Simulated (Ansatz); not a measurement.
**CH3ClFIn (SMILES [CH3][In]([F])[Cl]): B3LYP/def2-SVP (core potential)**

What is the vertical ionisation energy of CH3ClFIn at B3LYP/def2-SVP (core potential)? 

The calculation is run with Ansatz 0.2.0.

118 further runs of the same task are left out: 1 that didn't finish, 117 set aside as unsound or not needed. Runs told in other sessions of the task aren't counted.

## Step 1: The molecule

CH3ClFIn: 7 atoms, total charge 0, spin state singlet. SMILES: `[CH3][In]([F])[Cl]`. The shape is that of a PBE0-D4/def2-TZVP optimisation.

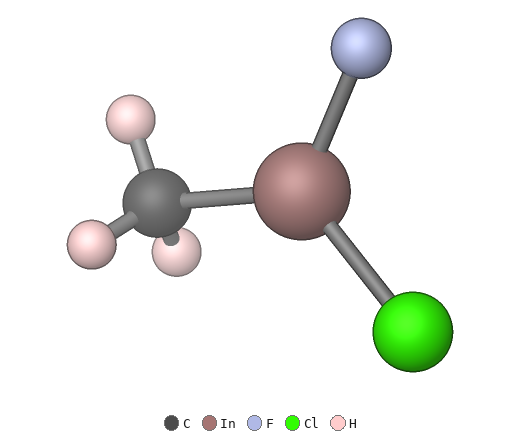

The structure, seen from a chosen angle (carbon dark grey, indium brown, fluorine light blue, chlorine green, hydrogen pink).

## Step 2: A single-point energy at B3LYP/def2-SVP (core potential)

File run.yaml:

```yaml
crystal:
  periodic: [false, false, false]
  atoms:
    - {symbol: C, position_ang: [-0.390800, 0.951400, 0.427300]}
    - {symbol: In, position_ang: [0.391000, -0.846100, -0.384300]}
    - {symbol: F, position_ang: [2.306000, -1.125500, -0.600500]}
    - {symbol: Cl, position_ang: [-0.728400, -2.728700, -1.135500]}
    - {symbol: H, position_ang: [-1.112900, 1.373000, -0.270800]}
    - {symbol: H, position_ang: [-0.891300, 0.725700, 1.368500]}
    - {symbol: H, position_ang: [0.426300, 1.650400, 0.595200]}
basis:
  gaussian:
    orbitals: def2-SVP
hamiltonian:
  xc: {name: B3LYP}
accuracy: high
output:
  orbitals: {seedname: orbitals}
```

Command:

```
ansatz run run.yaml --threads 1 --pin off --max-ram 3480MiB --events-out events.jsonl --progress --plain --runs-dir runs
```

Standard output:

```text
Warning: RAYON_NUM_THREADS=1 ignored (pool sized by the plan → 1); use --threads N
Functional definition: B3LYP
  name "B3LYP"
  parameter a0 = 0.2
  parameter ax = 0.72
  parameter ac = 0.81
  exchange = (1 - a0 - ax)*slater_x + ax*b88_x + a0*exact_x
  correlation = (1 - ac)*vwn_rpa_c + ac*lyp_c
1981 factors; integrals over basis functions are off by at most 3.3e-9 eV
mean field evaluation 1: about -21488.1427 eV, gradient 6.2e1 eV
mean field evaluation 2: about -21469.5477 eV, gradient 1.2e2 eV
mean field evaluation 4: about -21496.4750 eV, gradient 6.1e0 eV
mean field evaluation 8: about -21496.6382 eV, gradient 5.1e-1 eV
mean field evaluation 16: about -21496.6390 eV, gradient 2.6e-5 eV
mean field -21496.63900971 eV, -789.9869126617 hartree, gradient 8.1e-8 eV, S^2 0.000000; 0 other end points of the search recorded, 0 dependent functions left out
reference -21496.63905208 eV, -789.9869142188 hartree; 28, 28 occupied and 59, 59 virtual orbitals, 1981 factors
Total energy: -21496.63905208 eV, -789.9869142188 hartree
```

Wall time 7.2 s (1 thread of Arm Neoverse V2, shared host); peak memory 0.31 GiB.

## Step 3: The doublet cation

File molecule.yaml:

```yaml
crystal:
  periodic: [false, false, false]
  atoms:
    - {symbol: C, position_ang: [-0.390800, 0.951400, 0.427300]}
    - {symbol: In, position_ang: [0.391000, -0.846100, -0.384300]}
    - {symbol: F, position_ang: [2.306000, -1.125500, -0.600500]}
    - {symbol: Cl, position_ang: [-0.728400, -2.728700, -1.135500]}
    - {symbol: H, position_ang: [-1.112900, 1.373000, -0.270800]}
    - {symbol: H, position_ang: [-0.891300, 0.725700, 1.368500]}
    - {symbol: H, position_ang: [0.426300, 1.650400, 0.595200]}
basis:
  gaussian: {orbitals: def2-SVP}
total_charge: 1
hamiltonian: {xc: {name: B3LYP}}
accuracy: high
magnetization: {spin_polarized: true, initial_magnetization: 1}
output: {orbitals: {seedname: orbitals}}
```

Command:

```
ansatz run molecule.yaml --threads 1 --pin off --max-ram 3480MiB --events-out events.jsonl --progress --plain --runs-dir runs
```

Standard output (excerpt; [...] marks lines left out):

```text
Warning: RAYON_NUM_THREADS=1 ignored (pool sized by the plan → 1); use --threads N
[... 7 set-up lines as earlier in the session ...]
1981 factors; integrals over basis functions are off by at most 3.3e-9 eV
mean field evaluation 1: about -21468.2666 eV, gradient 6.3e1 eV
mean field evaluation 2: about -21286.5459 eV, gradient 1.8e2 eV
mean field evaluation 4: about -21480.7992 eV, gradient 2.7e1 eV
mean field evaluation 8: about -21485.8766 eV, gradient 6.9e-1 eV
mean field evaluation 16: about -21485.9685 eV, gradient 2.1e-2 eV
mean field evaluation 32: about -21485.9685 eV, gradient 1.9e-5 eV
mean field -21485.96853699 eV, -789.5947800219 hartree, gradient 6.0e-8 eV, S^2 0.760566; 6 other end points of the search recorded, 0 dependent functions left out
reference -21485.96857931 eV, -789.5947815771 hartree; 28, 27 occupied and 59, 60 virtual orbitals, 1981 factors
Total energy: -21485.96857931 eV, -789.5947815771 hartree
```

Wall time 23 s (1 thread of Arm Neoverse V2, shared host); peak memory 0.46 GiB.

## Step 4: Results

At B3LYP/def2-SVP (core potential):

```
                                          quantity          value
                    singlet CH3ClFIn: total energy  -789.98691 Eh
                     singlet CH3ClFIn: HOMO energy       -8.24 eV
                     singlet CH3ClFIn: LUMO energy       -1.70 eV
                   singlet CH3ClFIn: HOMO–LUMO gap        6.55 eV
                      doublet cation: total energy  -789.59478 Eh
doublet cation: HOMO energy (highest over α and β)      -14.60 eV
 doublet cation: LUMO energy (lowest over α and β)      -13.03 eV
                              doublet cation: ⟨S²⟩          0.761
vertical ionisation energy (to the doublet cation)      10.670 eV
```

**Reading.** Removing an electron at fixed nuclei costs 10.67 eV (1030 kJ/mol). −ε(HOMO) before ionisation, 8.24 eV, is 2.43 eV below this ionisation energy.
